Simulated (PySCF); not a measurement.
# HF: what the fields show

```yaml
atoms:
  - { symbol: H, position_ang: [0.0000, 0.0000, -0.8718] }
  - { symbol: F, position_ang: [0.0000, 0.0000, 0.0462] }
```

The calculation used PBE0/cc-pVTZ(-PP), non-relativistic Hamiltonian with scalar-relativistic core potentials where named, at a bond length of 0.918 Å (PySCF 2.14.0).

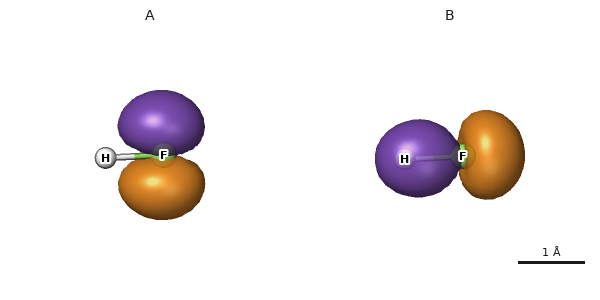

Figure 1. Two frontier orbitals, each drawn at the value that holds 80 % of its norm (orange and purple are the two phases), in no order; of a degenerate pair one member is drawn.

> Label each orbital by symmetry, say whether it is occupied, and order them by energy.

Orbital B: σ, occupied, −15.18 eV; mainly on F (80 %).
Orbital A: π, occupied, −11.45 eV; mainly on F (95 %).

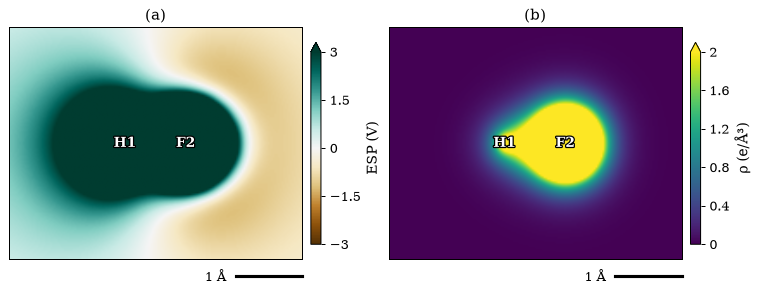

Figure 2. (a) molecular electrostatic potential; (b) electron density on a plane that holds the molecular axis.

> Read the bonding off the picture.

The section cuts through H and F sites. F–H (0.92 Å): ρ is about 4.7 e/Å³ halfway. Outside the dense part of the molecule the potential is most negative (−1.2 V) near F2.

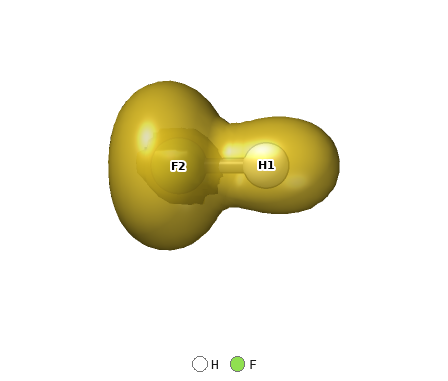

Figure 3. Isosurface of the ELF at 0.75 (yellow), seen from one side. Core shells and regions of very low density are left out.

> What do the ELF domains correspond to?

The surface consists of one joined region spread over several atoms (F, H), in which their bonds and any lone pairs are merged.


F–H (0.92 Å): the ELF climbs to about 1 towards the hydrogen, as it does in any bond to H (an ordinary covalent bond to hydrogen).

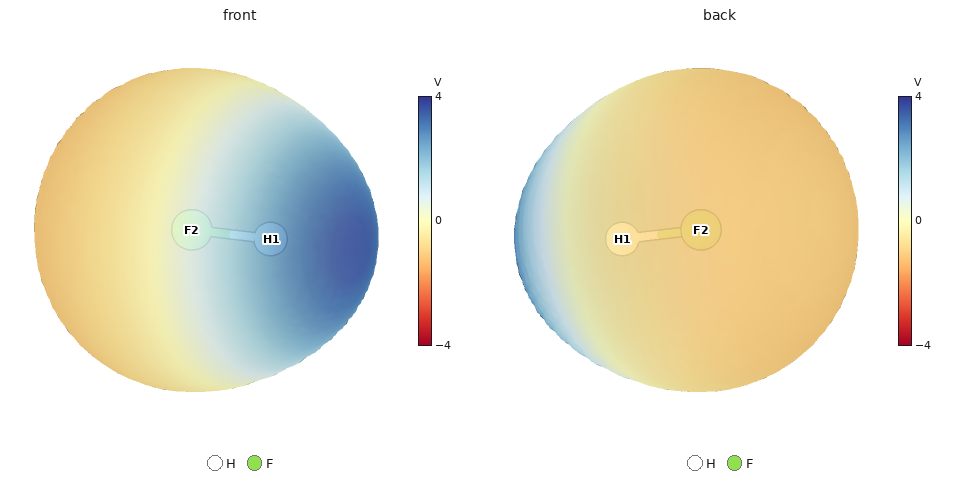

Figure 4. The molecular electrostatic potential painted on the density surface at 0.002 e/bohr³, seen from the front and from behind; red is negative and blue positive.

> Which sites attract a positive test charge, and which a negative one?

A positive charge is drawn to the negative regions and a negative charge to the positive ones. The most negative region (about −1.1 V, or −25 kcal/mol for a unit charge) lies over F2, the most positive (about +3.6 V, or +83 kcal/mol for a unit charge) over H1.
